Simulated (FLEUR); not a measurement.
# FeClO: which magnetic order is lowest

Aim: find out whether FeClO carries moments, and which collinear order costs least.

Calculated with FLEUR MaX-R8.1; PBEsol with U = 5.4 eV, J = 0.9 eV on Fe d; all-electron FLAPW, Dirac cores, scalar-relativistic bands.

### Step 1. Set-up

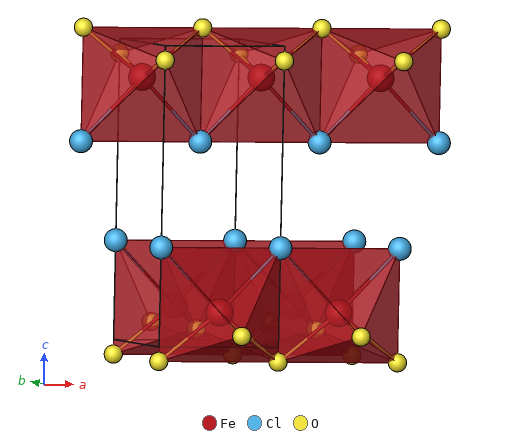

Start, viewed slightly off an axis; iron red, chlorine blue, oxygen yellow. 2×1×1 cells are drawn. Some periodic images of atoms are drawn too.

As a file:

```xyz
6
Lattice="3.3020 0.0000 0.0000 0.0000 3.7800 0.0000 0.0000 0.0000 7.9170" Properties=species:S:1:pos:R:3 pbc="T T T"
Fe    1.6510    0.0000    0.9158
Fe    0.0000    1.8900    7.0012
Cl    0.0000    0.0000    2.6128
Cl    1.6510    1.8900    5.3042
O     0.0000    0.0000    7.5345
O     1.6510    1.8900    0.3825
```

### Step 2. Run 1 (ferro ++)

The parallel start comes first: it shows whether parallel moments hold. The U counters the self-interaction that shrinks the moments of a localised shell.

inpgen writes inp.xml from crystal.txt; cutoffs, mixing, functional, smearing and local orbitals are then set in the file. The k list default-1 (kpts.xml, not shown) is a Γ-centred 6×6×6 mesh; where the ranks do not divide the number of points, some are split in two of half the weight.

Input file inp.xml:

```
<?xml version="1.0" encoding="UTF-8" standalone="no"?>
<fleurInput fleurInputVersion="0.39">
   <comment>
      FeClO
   </comment>
   <calculationSetup>
      <cutoffs Kmax="4.4" Gmax="13.2" GmaxXC="13.2" numbands="0"/>
      <scfLoop itmax="130" minDistance="0.0001" maxIterBroyd="15" imix="Anderson" alpha="0.05" precondParam="0.0" spinf="2.0" sdNocoIR="T"/>
      <coreElectrons ctail="T" frcor="F" kcrel="0" coretail_lmax="0"/>
      <xcFunctional name="PBEs" relativisticCorrections="F"/>
      <magnetism jspins="2"/>
      <soc l_soc="F" theta="0.0" phi="0.0" spav="F"/>
      <expertModes spex="0" secvar="F"/>
      <geometryOptimization l_f="F" forcealpha="1.0" forcemix="BFGS" epsdisp="0.00001" epsforce="0.00001"/>
      <ldaU l_linMix="F" mixParam="0.05" spinf="1.0"/>
   </calculationSetup>
   <cell>
      <bzIntegration valenceElectrons="58.0" mode="hist" fermiSmearingEnergy="0.00293995">
         <kPointListSelection listName="default-1"/>
         <xi:include xmlns:xi="http://www.w3.org/2001/XInclude" href="kpts.xml"> </xi:include>
      </bzIntegration>
      <xi:include xmlns:xi="http://www.w3.org/2001/XInclude" href="sym.xml"> </xi:include>
      <bulkLattice scale="1.0">
         <bravaisMatrix>
            <row-1>    6.2398756634292001     0.0000000000000000     0.0000000000000000</row-1>
            <row-2>    0.0000000000000000     7.1431647509879994     0.0000000000000000</row-2>
            <row-3>    0.0000000000000000     0.0000000000000000    14.9609617284581979</row-3>
         </bravaisMatrix>
      </bulkLattice>
   </cell>
   <atomSpecies>
      <species name="Iron (Fe) 4.001" element="Fe" atomicNumber="26">
         <mtSphere radius="2.31" gridPoints="763" logIncrement="0.016"/>
         <atomicCutoffs lmax="8" lnonsphr="6"/>
         <electronConfig flipSpins="F">
            <coreConfig>(1s1/2) (2s1/2) (2p1/2) (2p3/2)</coreConfig>
            <valenceConfig>(3s1/2) (3p1/2) (3p3/2) (4s1/2) (3d3/2) (3d5/2)</valenceConfig>
            <stateOccupation state="(3d3/2)" spinUp="2.0" spinDown="0.4"/>
            <stateOccupation state="(3d5/2)" spinUp="3.0" spinDown="0.6"/>
         </electronConfig>
         <energyParameters s="4" p="4" d="3" f="4"/>
         <ldaU l="2" U="5.4" J="0.9" l_amf="F"/>
         <lo type="SCLO" l="0" n="3" eDeriv="0"/>
         <lo type="SCLO" l="1" n="3" eDeriv="0"/>
      </species>
      <species name="Chlorine (Cl)" element="Cl" atomicNumber="17">
         <mtSphere radius="2.05" gridPoints="677" logIncrement="0.017"/>
         <atomicCutoffs lmax="8" lnonsphr="6"/>
         <electronConfig flipSpins="F">
            <coreConfig>(1s1/2) (2s1/2) (2p1/2) (2p3/2)</coreConfig>
            <valenceConfig>(3s1/2) (3p1/2) (3p3/2)</valenceConfig>
            <stateOccupation state="(3p1/2)" spinUp="0.833333" spinDown="0.833333"/>
            <stateOccupation state="(3p3/2)" spinUp="1.666667" spinDown="1.666667"/>
         </electronConfig>
         <energyParameters s="3" p="3" d="3" f="4"/>
      </species>
      <species name="Oxygen (O)" element="O" atomicNumber="8">
         <mtSphere radius="1.31" gridPoints="433" logIncrement="0.024"/>
         <atomicCutoffs lmax="6" lnonsphr="4"/>
         <electronConfig flipSpins="F">
            <coreConfig>(1s1/2)</coreConfig>
            <valenceConfig>(2s1/2) (2p1/2) (2p3/2)</valenceConfig>
            <stateOccupation state="(2p1/2)" spinUp="0.666667" spinDown="0.666667"/>
            <stateOccupation state="(2p3/2)" spinUp="1.333333" spinDown="1.333333"/>
         </electronConfig>
         <energyParameters s="2" p="2" d="3" f="4"/>
      </species>
   </atomSpecies>
   <atomGroups>
      <atomGroup species="Iron (Fe) 4.001">
         <relPos label="                   1">1.000/4.000 -1.000/4.000 .1156800000</relPos>
         <relPos label="                   2">-1.000/4.000 1.000/4.000 -.1156800000</relPos>
         <force calculate="T" relaxXYZ="TTT"/>
      </atomGroup>
      <atomGroup species="Chlorine (Cl)">
         <relPos label="                   3">-1.000/4.000 -1.000/4.000 .3300300000</relPos>
         <relPos label="                   4">1.000/4.000 1.000/4.000 -.3300300000</relPos>
         <force calculate="T" relaxXYZ="TTT"/>
      </atomGroup>
      <atomGroup species="Oxygen (O)">
         <relPos label="                   5">-1.000/4.000 -1.000/4.000 -.0483200000</relPos>
         <relPos label="                   6">1.000/4.000 1.000/4.000 .0483200000</relPos>
         <force calculate="T" relaxXYZ="TTT"/>
      </atomGroup>
   </atomGroups>
   <output dos="F" band="F" slice="F">
      <bandDOS minEnergy="-.5*Htr" maxEnergy="0.5*Htr" sigma="0.015" storeEVData="T"/>
      <plotting iplot="0" polar="F">
         <plot TwoD="T" vec1="  1.0  0.0  0.0" vec2="  0.0  1.0  0.0" vec3="  0.0  0.0  1.0" zero="  0.0  0.0  0.0" file="plot"/>
      </plotting>
      <moessbauerParams electricFieldGradient="F" isomerShift="F" coreHyperfine="F" valenceHyperfine="F"/>
   </output>
</fleurInput>
```

Input file crystal.txt:

```
FeClO
&input film=F cartesian=F /
3.30200000000  0.00000000000  0.00000000000
0.00000000000  3.78000000000  0.00000000000
0.00000000000  0.00000000000  7.91700000000
1.8897261246
1.0 1.0 1.0

6
26 0.50000000000  0.00000000000  0.11568000000 : 4.001
26 0.00000000000  0.50000000000  0.88432000000 : 4.001
17 0.00000000000  0.00000000000  0.33003000000
17 0.50000000000  0.50000000000  0.66997000000
8 0.00000000000  0.00000000000  0.95168000000
8 0.50000000000  0.50000000000  0.04832000000

&kpt div1=6 div2=6 div3=6 gamma=T /
```

The run is started by

```bash
$ OMP_NUM_THREADS=1 inpgen -f crystal.txt > inpgen.log  # inp.xml is then edited as shown
$ OMP_NUM_THREADS=1 mpirun -n 4 fleur_MPI > fleur.log
```

Log:

```text
Welcome to FLEUR        (www.flapw.de)
      MaX-Release 8.1          (www.max-centre.eu)

 ========== k-point set info ==========
 Selected k-point list: default-1
 k-point list type: mesh
 6 x 6 x 6
 Number of k points: 64

 ------------Calculation Setup---------------------------
 Number of MPI-tasks      :            4
 Number of PE/node        :            4
 Number of OMP-threads    :            1
 k-points in parallel     :            4
 pe's per k-point         :            1
 No of k-point loops      :           16
 Eigenvalue solver        :       lapack
 Number of basis functions:         1016
 Approximate size of matrices (H+S) per k-point:         0.015 GB
 --------------------------------------------------------
 no density matrix found ... skipping LDA+U
 Reset of history
 Iteration:     1   Distance:      20.21348265 me/bohr^3
 Iteration:     2   Distance:      18.10891761 me/bohr^3
 Iteration:     3   Distance:      15.17878345 me/bohr^3
 Iteration:     4   Distance:      10.47530043 me/bohr^3
 Iteration:     5   Distance:      11.07783565 me/bohr^3
 Iteration:     6   Distance:       2.73921502 me/bohr^3
 Iteration:     7   Distance:       2.16347929 me/bohr^3
 Iteration:     8   Distance:       2.51846389 me/bohr^3
 Iteration:     9   Distance:       0.70296770 me/bohr^3
 Iteration:    10   Distance:       0.70169156 me/bohr^3
 Iteration:    11   Distance:       0.22867472 me/bohr^3
 Iteration:    12   Distance:       0.16860331 me/bohr^3
 Iteration:    13   Distance:       0.06785475 me/bohr^3
 Iteration:    14   Distance:       0.03270212 me/bohr^3
 Iteration:    15   Distance:       0.01228118 me/bohr^3
 Iteration:    16   Distance:       0.01151018 me/bohr^3
 Iteration:    17   Distance:       0.00980859 me/bohr^3
 Iteration:    18   Distance:       0.00425654 me/bohr^3
 Iteration:    19   Distance:       0.00208214 me/bohr^3
 Iteration:    20   Distance:       0.00104729 me/bohr^3
 Iteration:    21   Distance:       0.00066915 me/bohr^3
 Iteration:    22   Distance:       0.00051487 me/bohr^3
 Iteration:    23   Distance:       0.00009313 me/bohr^3

 ********************************************************************
 Run finished successfully
 Stop message:
   all done
 ********************************************************************

--- out.xml (last complete iteration) ---
<iteration numberForCurrentRun="   23" overallNumber="   23">
         [... left out ...]
         <bandgap value="1.5226341649" units="eV"/>
         <sumValenceSingleParticleEnergies value="-39.5624415302" units="Htr"/>
         <FermiEnergy value="0.1210819431" units="Htr"/>
         <valenceDensity>
            <mtCharges spin="1">
               <mtCharge atomType="1" total="9.3655564" s="1.1764764" p="3.2155471" d="4.9180781" f="0.0403421"/>
               <mtCharge atomType="2" total="2.7115260" s="0.8126980" p="1.8838001" d="0.0127191" f="0.0017368"/>
               <mtCharge atomType="3" total="2.2381143" s="0.6575464" p="1.5774727" d="0.0026925" f="0.0003449"/>
            </mtCharges>
            <mtCharges spin="2">
               <mtCharge atomType="1" total="5.1149724" s="1.1476764" p="3.1830333" d="0.7354801" f="0.0358802"/>
               <mtCharge atomType="2" total="2.5122019" s="0.8064458" p="1.6944235" d="0.0102508" f="0.0008614"/>
               <mtCharge atomType="3" total="1.9057763" s="0.6325720" p="1.2718627" d="0.0011935" f="0.0001313"/>
            </mtCharges>
            <spinDependentCharge spin="1" total="34.0000000" interstitial="5.3696066" mtSpheres="28.6303934"/>
            <spinDependentCharge spin="2" total="24.0000000" interstitial="4.9340990" mtSpheres="19.0659010"/>
            <totalCharge value="58.0000000000"/>
         </valenceDensity>
         [... left out ...]
         <allElectronCharges>
            <spinDependentCharge spin="1" total="56.0000000" interstitial="5.3696572" mtSpheres="50.6303427"/>
            <spinDependentCharge spin="2" total="46.0000000" interstitial="4.9341493" mtSpheres="41.0658507"/>
            <totalCharge value="101.9999999887"/>
         </allElectronCharges>
         <magneticMomentsInMTSpheres units="muBohr">
            <globalMagMoment atomType="1" vec="0.00000   0.00000   4.25058"/>
            <localMagMoment atomType="1" vec="0.00000   0.00000   4.25058"/>
            <globalMagMoment atomType="2" vec="0.00000   0.00000   0.19932"/>
            <localMagMoment atomType="2" vec="0.00000   0.00000   0.19932"/>
            <globalMagMoment atomType="3" vec="0.00000   0.00000   0.33234"/>
            <localMagMoment atomType="3" vec="0.00000   0.00000   0.33234"/>
         </magneticMomentsInMTSpheres>
         <moessbauerParams unitsHFF="kG" unitsIS="e/bohr^3" unitsEFG="Htr/bohr^2">
         </moessbauerParams>
         <totalEnergy value="    -3614.8305720824" units="Htr">
            <sumOfEigenvalues value="    -2079.7148475324">
               <coreElectrons value="-2040.1524060022"/>
               <valenceElectrons value="-39.5624415302"/>
            </sumOfEigenvalues>
            <densityCoulombPotentialIntegral value="-5495.8271188383"/>
            <densityEffectivePotentialIntegral value="-5732.5928620700"/>
            <chargeDenXCDenIntegral value="-181.0427052721"/>
            <FockExchangeEnergyValence value="0.0000000000"/>
            <FockExchangeEnergyCore value="0.0000000000"/>
            <atomTypeDependentContributions atomType="1">
               <electronNucleiInteractionDifferentMTs value="3031.9706483955"/>
               <MadelungTerm value="-19.7954409810"/>
            </atomTypeDependentContributions>
            <atomTypeDependentContributions atomType="2">
               <electronNucleiInteractionDifferentMTs value="1089.3508598003"/>
               <MadelungTerm value="-17.3274198536"/>
            </atomTypeDependentContributions>
            <atomTypeDependentContributions atomType="3">
               <electronNucleiInteractionDifferentMTs value="170.2267259210"/>
               <MadelungTerm value="-10.9079336281"/>
            </atomTypeDependentContributions>
            <dftUCorrection value="-0.8267066507"/>
            <tkbTimesEntropy value="0.0000000000"/>
            <freeEnergy value="-3614.8305720824"/>
            <extrapolationTo0K value="-3614.8305720824"/>
         </totalEnergy>
         <ldaUDensityMatrix>
            <densityMatrixFor spin="1" atomType="1" uIndex="1" l="2" U="5.40000000" J="0.90000000">
               (+0.98643,+0.00000) (+0.00000,+0.00000) (+0.01115,+0.00000) (+0.00000,+0.00000) (+0.01630,+0.00000)
               (+0.00000,+0.00000) (+0.98579,+0.00000) (+0.00000,+0.00000) (-0.01193,+0.00000) (+0.00000,+0.00000)
               (+0.01115,+0.00000) (+0.00000,+0.00000) (+0.97364,+0.00000) (+0.00000,+0.00000) (+0.01115,+0.00000)
               (+0.00000,+0.00000) (-0.01193,+0.00000) (+0.00000,+0.00000) (+0.98579,+0.00000) (+0.00000,+0.00000)
               (+0.01630,+0.00000) (+0.00000,+0.00000) (+0.01115,+0.00000) (+0.00000,+0.00000) (+0.98643,+0.00000)
            </densityMatrixFor>
            <densityMatrixFor spin="2" atomType="1" uIndex="1" l="2" U="5.40000000" J="0.90000000">
               (+0.14275,+0.00000) (+0.00000,+0.00000) (+0.05682,+0.00000) (+0.00000,+0.00000) (+0.07750,+0.00000)
               (+0.00000,+0.00000) (+0.17709,+0.00000) (+0.00000,+0.00000) (-0.09245,+0.00000) (+0.00000,+0.00000)
               (+0.05682,+0.00000) (+0.00000,+0.00000) (+0.09580,+0.00000) (+0.00000,+0.00000) (+0.05682,+0.00000)
               (+0.00000,+0.00000) (-0.09245,+0.00000) (+0.00000,+0.00000) (+0.17709,+0.00000) (+0.00000,+0.00000)
               (+0.07750,+0.00000) (+0.00000,+0.00000) (+0.05682,+0.00000) (+0.00000,+0.00000) (+0.14275,+0.00000)
            </densityMatrixFor>
         </ldaUDensityMatrix>
         <ldaUDensityMatrixConvergence>
            <distance spin="1" distance="0.000000"/>
            <distance spin="2" distance="0.000003"/>
         </ldaUDensityMatrixConvergence>
         <densityConvergence units="me/bohr^3">
            <chargeDensity spin="1" distance="0.0000404008"/>
            <chargeDensity spin="2" distance="0.0000758946"/>
            <overallChargeDensity distance="0.0000931306"/>
            <spinDensity distance="0.0000781737"/>
         </densityConvergence>
      </iteration>
```

The job ended after 2.9 min (4 MPI ranks of Intel Xeon 6975P-C (Granite Rapids), shared host; peak memory 0.5 GiB).

Spin moment in the muffin-tin sphere by atom:

```
atom  spin moment in the muffin-tin sphere (μB)
 Fe1                                       4.25
 Fe2                                       4.25
 Cl3                                       0.20
 Cl4                                       0.20
  O5                                       0.33
  O6                                       0.33
```

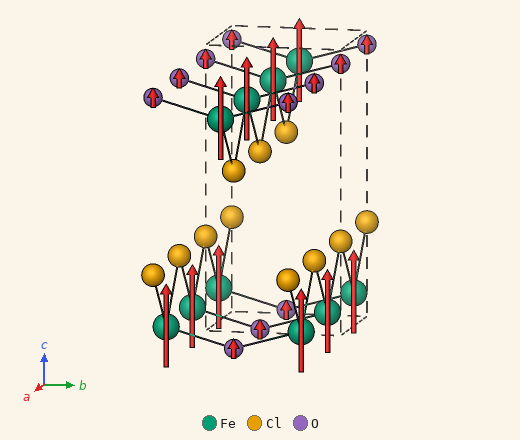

Spin moment in the muffin-tin sphere as arrows, the longest 4.25 μB. Up and down stand for the sign. Arrows give size and sign along the axis of quantisation, drawn up and down the page. Each arrow also spans its atom, so small moments look longer than they are. 3×1×1 cells are drawn. Some periodic images of atoms are drawn too.

Numbers from this step:

| Property | Result |
| --- | --- |
| free energy | -98364.5509 eV |
| program's band gap on this mesh (in a metal only a level spacing) | 1.523 eV |
| magnetization | 10 μB |
| final state | ferromagnetic |

After 23 cycles the largest moment stands at 4.25 μB.

[end of part 1 of 2]

[Logs and program files are shortened in this print: banners, set-up blocks, solver, clock and traceback lines can be left out without a mark of their own.]

[Logs are printed without paths, hosts, clocks, repeated set-up lines and the standing remarks that a program may print on its own settings, such as how far it seeks lower states.]

[Hosts, paths, dates, database ids (printed as entryN), source tags and the programs' standing remarks are cut or masked in the printed files.]

[Where a cell is said to come from a database of computed structures, the database is the Materials Project.]
